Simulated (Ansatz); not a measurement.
# C3H8OSi: the cost of one run

Computed with Ansatz 0.2.0 through its Python package. Level of theory: CAM-B3LYP/def2-SVP.

## Step 1: Starting point

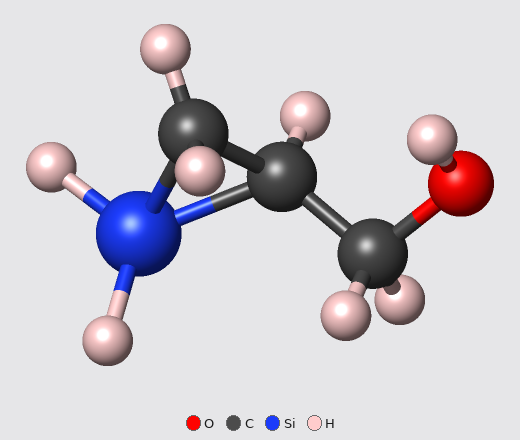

The structure that the script starts from, seen from a chosen angle (oxygen red, carbon dark grey, silicon blue, hydrogen pink).

The script holds or builds the structure itself.

## Step 2: Script

The input, run_opt.py:

```python
'''Geometry optimisation of C3H8OSi.'''

import ansatz as az
from ase import Atoms
import numpy as np

BASIS = 'def2-SVP'
FUNCTIONAL = 'cam_b3lyp'

atoms = Atoms(['O', 'C', 'C', 'C', 'Si', 'H', 'H', 'H', 'H', 'H', 'H', 'H', 'H'], positions=[
    (-2.2229, -0.7697, -0.0262),
    (-1.3067, 0.1773, -0.5473),
    (0.0081, -0.42, -0.3618),
    (0.8185, -0.2793, 0.959),
    (1.5169, 0.6363, -0.5339),
    (-1.978, -0.948, 0.8571),
    (-1.4861, 0.3341, -1.6065),
    (-1.3929, 1.1554, -0.037),
    (0.1161, -1.356, -0.821),
    (1.3688, -1.102, 1.3319),
    (0.3556, 0.3842, 1.7387),
    (2.8643, 0.0403, -0.7241),
    (1.3588, 2.1128, -0.2141),
])
molecule = az.Crystal.molecule_from_ase(atoms)

model = molecule.calculation().basis(gaussian=BASIS).functional(FUNCTIONAL)
symbols = [site.symbol for site in molecule.cartesian_sites]
start = np.array([site.position_ang for site in molecule.cartesian_sites], dtype=float)
def progress(event):
    if event['event'] == 'relax_step':
        row = event['data']
        print(f'step {row["step"]:3d}  E = {row["lagrangian_ev"]:.6f} eV  largest force component {row["allowed_force_max_ev_ang"]:.4f} eV/A')


summary = model.relax(force_tolerance=0.005).session().plan().execute(on_event=progress).report
end = np.array(summary['positions_ang'])

for key in ('converged', 'free_energy_ev', 'reference_energy_ev', 'n_frozen', 'n_occupied', 'n_virtual'):
    print(f'{key:22s} {summary[key]}')

print('final positions (A) and the move of each atom')
for symbol, xyz, old in zip(symbols, end, start):
    print(f'{symbol:2s} {xyz[0]:10.5f} {xyz[1]:10.5f} {xyz[2]:10.5f}   {np.linalg.norm(xyz - old):7.4f}')

charges = summary['charge_distribution']
dipole = np.array(charges['dipole_moment_e_ang']) * 4.803205
print('dipole (D): {:.3f} {:.3f} {:.3f}, length {:.3f}'.format(*dipole, np.linalg.norm(dipole)))
print('atom  Mulliken   Lowdin')
for symbol, m, l in zip(symbols, charges['mulliken_charges_e'], charges['lowdin_charges_e']):
    print(f'{symbol:4s} {m:9.3f} {l:8.3f}')
with open('c3h8osi_opt.xyz', 'w') as handle:
    handle.write(f'{len(symbols)}\nrelaxed C3H8OSi\n')
    handle.writelines(f'{s:2s} {x:11.6f} {y:11.6f} {z:11.6f}\n' for s, (x, y, z) in zip(symbols, end))
```

## Step 3: The calls as engine input

The engine receives this input:

```yaml
crystal:
  periodic: [false, false, false]
  atoms:
    - { symbol: O, position_ang: [-2.2229, -0.7697, -0.0262] }
    - { symbol: C, position_ang: [-1.3067, 0.1773, -0.5473] }
    - { symbol: C, position_ang: [0.0081, -0.42, -0.3618] }
    - { symbol: C, position_ang: [0.8185, -0.2793, 0.959] }
    - { symbol: Si, position_ang: [1.5169, 0.6363, -0.5339] }
    - { symbol: H, position_ang: [-1.978, -0.948, 0.8571] }
    - { symbol: H, position_ang: [-1.4861, 0.3341, -1.6065] }
    - { symbol: H, position_ang: [-1.3929, 1.1554, -0.037] }
    - { symbol: H, position_ang: [0.1161, -1.356, -0.821] }
    - { symbol: H, position_ang: [1.3688, -1.102, 1.3319] }
    - { symbol: H, position_ang: [0.3556, 0.3842, 1.7387] }
    - { symbol: H, position_ang: [2.8643, 0.0403, -0.7241] }
    - { symbol: H, position_ang: [1.3588, 2.1128, -0.2141] }
basis:
  gaussian:
    orbitals: def2-SVP
hamiltonian:
  xc: cam_b3lyp
relax:
  f_tol: 0.005
```

## Step 4: The run

Launch:

```
$ python run_opt.py
```

What time and memory should one allow on 1 thread of Intel Xeon Platinum 8375C at 2.90GHz (Ice Lake), shared host?

About 86 s, with a peak of 0.4 GiB.
